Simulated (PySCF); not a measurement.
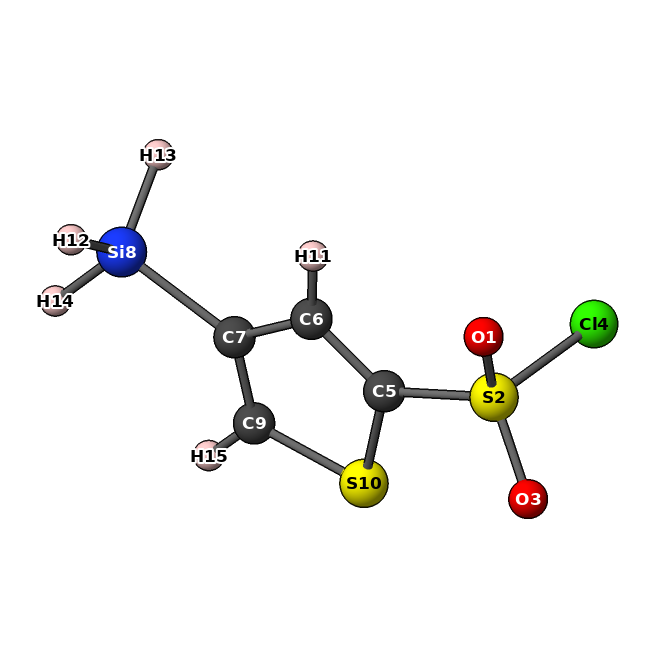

The questions are on isotropic NMR shieldings of the C atoms. The computed structure is the end point of a GFN2-xTB optimisation. No frequency run is at hand to confirm it as a minimum. Properties computed with GIAO PBE0/pcSseg-1 NMR shielding, non-relativistic, gas phase (PySCF 2.14.0).

List the isotropic NMR shieldings of the C atoms.

```
atom  σ (ppm)
  C5     29.4
  C6     45.9
  C7     51.3
  C9     35.1
```

The geometry is semi-empirical. Around Si such bond lengths and angles can be off by a tenth of an ångström or more and by several degrees, and values that hang on the shape move with them.
